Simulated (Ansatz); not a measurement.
# AlClH: test of scalar relativity

The task is a test of scalar relativity, for AlClH. SMILES: [AlH][Cl].

All numbers are computed with Ansatz 0.2.0 through its Python package. The levels of theory stand in the script.

## Step 1: The system

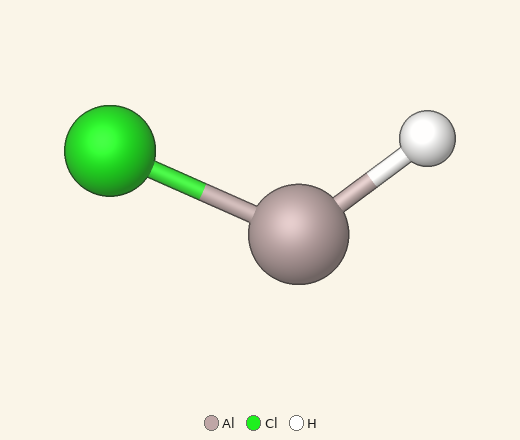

The starting structure, viewed from a chosen angle; aluminium light grey, chlorine green, hydrogen white.

No structure file is read: the coordinates are typed or built in the script.

## Step 2: Script

Contents of x2c_alclh.py:

```python
# -*- coding: utf-8 -*-
import ansatz as az
from ase import Atoms
import numpy as np

config = {
    "xc": "pbe0",
}

atoms = Atoms(["Al", "Cl", "H"], positions=[
    (-0.1866, -0.6402, -0.18),
    (1.556, 0.1363, 0.8691),
    (-1.3803, 0.439, -0.7024),
])
molecule = az.Crystal.molecule_from_ase(atoms)

setup = molecule.calculation().functional(config["xc"]).spin("collinear", total=1).forces()
sets = {"none": "cc-pVTZ", "scalar": "cc-pVTZ-DK"}
found = {kind: setup.basis(gaussian=basis).pseudopotentials(relativity=kind).run(threads=1).report for kind, basis in sets.items()}
for kind, each in found.items():
    dipole = 4.803205 * np.linalg.norm(each["charge_distribution"]["dipole_moment_e_ang"])
    print(f"{kind:7s} E = {each['free_energy_ev']:.4f} eV  dipole {dipole:.3f} D  largest force component {np.abs(each['forces_ev_ang']).max():.4f} eV/A")
print(f"relativity lowers the total energy by {found['none']['free_energy_ev'] - found['scalar']['free_energy_ev']:.3f} eV")
```

## Step 3: What the engine is handed

The package turns the script's settings into the engine's input (first run):

```yaml
crystal:
  periodic: [false, false, false]
  atoms:
    - { symbol: Al, position_ang: [-0.1866, -0.6402, -0.18] }
    - { symbol: Cl, position_ang: [1.556, 0.1363, 0.8691] }
    - { symbol: H, position_ang: [-1.3803, 0.439, -0.7024] }
basis:
  gaussian:
    orbitals: cc-pVTZ
hamiltonian:
  xc: pbe0
  pseudopotentials:
    relativity: none
magnetization:
  spin_polarized: true
  initial_magnetization: 1.0
output:
  forces: true
```

## Step 4: Running it

Command:

```
python x2c_alclh.py
```

Output:

```text
none    E = -19129.7772 eV  dipole 1.712 D  largest force component 0.6603 eV/A
scalar  E = -19180.3404 eV  dipole 1.712 D  largest force component 0.6603 eV/A
relativity lowers the total energy by 50.563 eV
```

Run time: 4.9 s. Hardware: 1 thread of Arm Neoverse V2, shared host; peak memory 0.23 GiB.

## Step 5: Inputs of later runs

The engine's inputs for the other runs:

Run 2, against run 1:

```diff
@@ -9 +9 @@
-    orbitals: cc-pVTZ
+    orbitals: cc-pVTZ-DK
@@ -13 +13 @@
-    relativity: none
+    relativity: scalar
```

## Step 6: What each run gave

From the records of these 2 runs:

| run | basis | relativity | energy (eV) | <S²> | SCF cycles | CPU time (s) |
| --- | --- | --- | --- | --- | --- | --- |
| 1 | cc-pVTZ | none | -19129.7772 | 0.75 | 17 | 2.2 |
| 2 | cc-pVTZ-DK | scalar | -19180.3404 | 0.75 | 17 | 2.3 |

## Step 7: Results

| quantity | value |
| --- | --- |
| relativistic lowering of the total energy | 50.563 eV |
| runs compared | 2 |

In words: The total moves by -50.6 eV, nearly all in the cores, and the dipole from 1.71 to 1.71 D. What to keep in mind:
- The geometry is a force-field or estimated start, not a minimum of this method. The basis set changes with the Hamiltonian (a set recontracted for scalar relativity), and most of the change in the total lies in the cores.
- The species is open-shell (spin multiplicity 2).
